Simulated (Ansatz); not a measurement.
# AlNH2ClF (SMILES [NH2][Al]([F])[Cl]): r2SCAN/aug-cc-pVDZ

Aim: the energy change on altering one bond length of AlNH2ClF at r2SCAN/aug-cc-pVDZ, from 2 runs. 

The results are computed with Ansatz 0.2.0.

98 further runs of the same task are left out: 98 set aside as unsound or not needed.

## 1. The structure to begin with

AlNH2ClF has 6 atoms, charge 0, and is taken as a singlet. As SMILES, `[NH2][Al]([F])[Cl]`. The coordinates come from a PBE0-D4/def2-TZVP relaxation.

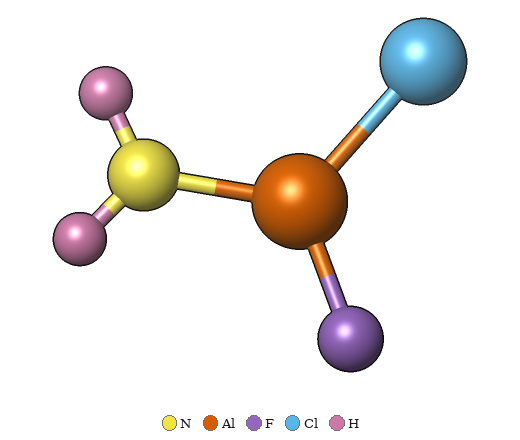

Viewed from a chosen angle; nitrogen yellow, aluminium orange, fluorine purple, chlorine blue, hydrogen pink.

## 2. The energy at r2SCAN/aug-cc-pVDZ

The input, in.yaml:

```yaml
crystal:
  periodic: [false, false, false]
  atoms:
    - {symbol: "N", position_ang: [-0.112300, 0.982600, -0.025800]}
    - {symbol: Al, position_ang: [0.152500, -0.739100, 0.092300]}
    - {symbol: F, position_ang: [1.041800, -1.345500, 1.331100]}
    - {symbol: Cl, position_ang: [-0.641100, -2.049400, -1.313600]}
    - {symbol: H, position_ang: [0.246300, 1.661500, 0.624800]}
    - {symbol: H, position_ang: [-0.645100, 1.426000, -0.754900]}
basis:
  gaussian:
    orbitals: aug-cc-pVDZ
hamiltonian:
  xc: {name: r2SCAN}
accuracy: high
output: {orbitals: {seedname: orbitals}}
```

Started as:

```
$ ansatz run in.yaml --threads 1 --pin off --max-ram 3480MiB --events-out events.jsonl --progress --plain --runs-dir runs
```

What it wrote:

```text
Warning: RAYON_NUM_THREADS=1 ignored (pool sized by the plan → 1); use --threads N
Functional definition: r2SCAN
  name "r2SCAN"
  parameter k0 = 0.174
  parameter k1 = 0.065
  parameter a1 = 4.9479
  exchange = r2scan_x(k0 = k0, k1 = k1, a1 = a1)
  correlation = r2scan_c
2354 factors; integrals over basis functions are off by at most 4.0e-9 eV
mean field evaluation 1: about -23349.5114 eV, gradient 7.9e1 eV
mean field evaluation 2: about -23314.0731 eV, gradient 1.3e2 eV
mean field evaluation 4: about -23361.1368 eV, gradient 9.9e0 eV
mean field evaluation 8: about -23361.3390 eV, gradient 8.7e-1 eV
mean field evaluation 16: about -23361.3404 eV, gradient 3.2e-5 eV
mean field -23361.34043009 eV, -858.5134259204 hartree, gradient 1.7e-8 eV, S^2 0.000000; 0 other end points of the search recorded, 0 dependent functions left out
reference -23361.34043194 eV, -858.5134259887 hartree; 24, 24 occupied and 94, 94 virtual orbitals, 2354 factors
Total energy: -23361.34043194 eV, -858.5134259887 hartree
```

Wall time 18 s (1 thread of Intel Xeon Platinum 8259CL at 2.50GHz (Skylake/Cascade Lake), shared host); peak memory 0.42 GiB.

## 3. The distorted shape at the same level

The input, molecule.yaml:

```yaml
crystal:
  periodic: [false, false, false]
  atoms:
    - {symbol: "N", position_ang: [-0.291616, 0.643119, -0.351130]}
    - {symbol: Al, position_ang: [-0.026816, -1.078581, -0.233030]}
    - {symbol: F, position_ang: [0.862484, -1.684981, 1.005770]}
    - {symbol: Cl, position_ang: [-0.820416, -2.388881, -1.638930]}
    - {symbol: H, position_ang: [0.246300, 1.661500, 0.624800]}
    - {symbol: H, position_ang: [-0.824416, 1.086519, -1.080230]}
basis:
  gaussian:
    orbitals: aug-cc-pVDZ
accuracy: high
hamiltonian:
  xc: r2scan
output:
  orbitals: {seedname: orbitals}
```

Started as:

```
$ ansatz run molecule.yaml --threads 1 --pin off --max-ram 3480MiB --events-out events.jsonl --progress --plain --runs-dir runs
```

What it wrote:

```text
Warning: RAYON_NUM_THREADS=1 ignored (pool sized by the plan → 1); use --threads N
Functional definition: r2SCAN
  name "r2SCAN"
  parameter k0 = 0.174
  parameter k1 = 0.065
  parameter a1 = 4.9479
  exchange = r2scan_x(k0 = k0, k1 = k1, a1 = a1)
  correlation = r2scan_c
2377 factors; integrals over basis functions are off by at most 3.4e-9 eV
mean field evaluation 1: about -23345.4947 eV, gradient 8.1e1 eV
mean field evaluation 2: about -23294.0480 eV, gradient 1.4e2 eV
mean field evaluation 4: about -23358.3908 eV, gradient 1.9e1 eV
mean field evaluation 8: about -23359.0159 eV, gradient 3.4e-1 eV
mean field evaluation 16: about -23359.0163 eV, gradient 3.3e-5 eV
mean field -23359.01625706 eV, -858.4280141370 hartree, gradient 3.0e-8 eV, S^2 0.000000; 0 other end points of the search recorded, 0 dependent functions left out
reference -23359.01625906 eV, -858.4280142106 hartree; 24, 24 occupied and 94, 94 virtual orbitals, 2377 factors
Total energy: -23359.01625906 eV, -858.4280142106 hartree
```

Run time: 18 s. Hardware: 1 thread of Intel Xeon Platinum 8259CL at 2.50GHz (Skylake/Cascade Lake), shared host; peak memory 0.43 GiB.

## 4. Summary of results

Level: r2SCAN/aug-cc-pVDZ.

| quantity | value |
| --- | --- |
| first shape: total energy | -858.51343 Eh |
| first shape: HOMO energy | -6.97 eV |
| first shape: LUMO energy | -1.25 eV |
| first shape: HOMO–LUMO gap | 5.72 eV |
| distorted shape: total energy | -858.42801 Eh |
| distorted shape: HOMO energy | -6.79 eV |
| distorted shape: LUMO energy | -2.71 eV |
| distorted shape: HOMO–LUMO gap | 4.07 eV |
| energy change with the N1–H5 bond stretched from 1.006 to 1.510 Å | 2.324 eV |

With the N1–H5 bond stretched from 1.006 to 1.510 Å the energy rises by 2.32 eV (54 kcal/mol). The first shape isn't relaxed at this level, so the change isn't measured from a minimum.
